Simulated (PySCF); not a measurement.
In(Cp), C₅H₅In, singlet at its PBE0/def2-SVP optimised geometry (Å):

```
11

In    -1.5877    -1.0715     0.0000
C      1.0619    -1.0715     0.0000
C      0.6820     0.0195     0.8238
C      0.0672     0.9977     0.0000
C      0.0672     0.5112    -1.3329
C      0.6819    -0.7676    -1.3329
H      1.5877    -1.9687     0.3274
H      0.8647     0.1074     1.8950
H     -0.3050     1.9687     0.3275
H     -0.3051     1.0430    -2.2089
H      0.8647    -1.3904    -2.2089
```

Level of theory: PBE0/def2-TZVP, def2 effective core potentials past Kr in PySCF 2.14.0. The core electrons that the potentials of In replace are not part of the density. Cells within 0.4 Å of a nucleus heavier than hydrogen are left out (blank, or x).

Map of the deformation density (molecule minus spherical neutral atoms) (e/bohr³) on the plane z = 0.0 Å:

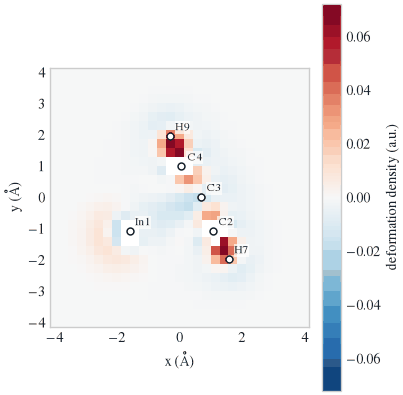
Fig. 1. Deformation density (molecule minus spherical neutral atoms) (e/bohr³) on the plane z = 0.0 Å.
